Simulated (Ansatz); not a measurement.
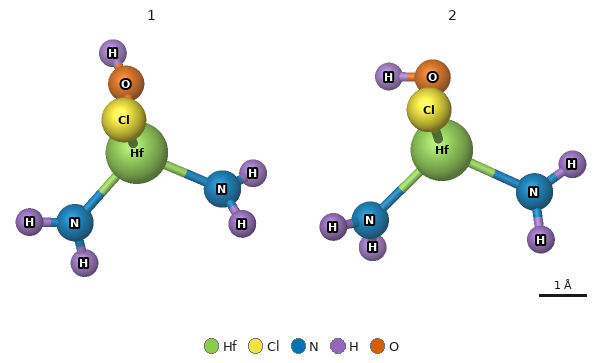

Two geometries of HfN2H5OCl, drawn at one scale. One is the start of a relaxation, the other its converged end. A ball-and-stick model, seen face on.

Level of theory: Ansatz, RHF/def2-SVP. (no spin polarisation; force threshold 0.02 eV/Å; at most 40 steps)

> Which geometry has the lower energy?

Structure 1 is the relaxed one. The run prepares the start of a later molecular dynamics calculation, from a guessed geometry. The largest move after the best rigid fit is that of an H atom, 0.74 Å. Largest moves by element: H 0.74 Å, N 0.27 Å, O 0.25 Å, Cl 0.24 Å, Hf 0.11 Å. Among the contacts that change: Hf–N 2.210 → 2.042 Å, Hf–O 2.069 → 1.930 Å, Cl–Hf 2.520 → 2.427 Å, H–O 1.010 → 0.939 Å. Bond angles that change, for instance: Hf–O–H 109.5° → 168.5°, H–N–H 120.0° → 108.1°, Hf–N–H 120.0° → 125.7°. Groups turn about Hf–N by about 40°, Hf–N by about 30°. The energy falls by 36.8 kcal/mol in 16 geometry steps. The largest force component goes from 3.1 to 0.019 eV/Å. The forces were under the threshold at step 10, but the run went on from there.

Limits of the set-up: Hartree-Fock leaves out electron correlation.
